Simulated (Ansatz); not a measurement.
## SrO (rock salt): frozen-phonon scan

Relaxed SrO (rock salt):

```yaml
crystal:
  lattice:
    - [0.00000, 5.19500, 5.19500]
    - [2.59750, 0.00000, 2.59750]
    - [2.59750, 2.59750, 0.00000]
  atoms:
    - { symbol: O, position: [0.00000, 0.00000, 0.00000] }
    - { symbol: O, position: [0.50000, 0.00000, 0.00000] }
    - { symbol: Sr, position: [0.25000, 0.50000, 0.50000] }
    - { symbol: Sr, position: [0.75000, 0.50000, 0.50000] }
```

The atoms are displaced by Q × the pattern below (from a DFPT mode at L = (0.5, 0.0, 0.0), largest move 1; Q in Å), at fixed cell. (q is in reciprocal vectors of the primitive cell; the cell shown is doubled to hold the pattern.)

```
atom       x       y       z
----  ------  ------  ------
Sr3   -0.577   0.577   0.577
Sr4    0.577  -0.577  -0.577
```

Atoms not listed stay in place.

All values below come from PBE (plane waves to 420 eV, PAW, scalar-relativistic; Ansatz, a quantum-chemistry and plane-wave program). k mesh 11×11×11 (Γ-centred), Fermi-Dirac smearing 0.05 eV. Energies are smeared free energies. SrO was relaxed with its symmetry unable to fall. The zero of ΔE is the undisplaced structure.

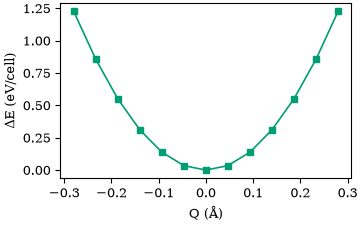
*ΔE (eV/cell) against Q (Å); computed points joined by lines.*

Symmetry of the curve: even: the same for both signs. Harmonic wavenumber from the curvature (finite differences): 223 cm⁻¹. Wavenumber by perturbation theory (DFPT, on another k mesh): 223 cm⁻¹. Space group of the distorted cell: R-3m (No. 166), lowered from Fm-3m. Shape of the curve: a single well with its minimum at or next to zero displacement.

E″ = 31.94 eV/Å², M = Σ mᵢ|uᵢ|² = 175.2 u, ν̃ = 521.5·√(|E″|/M).

(A displaced cell: forces are minus the slopes of the energy, force constants its curvatures, and phonons follow from these.)
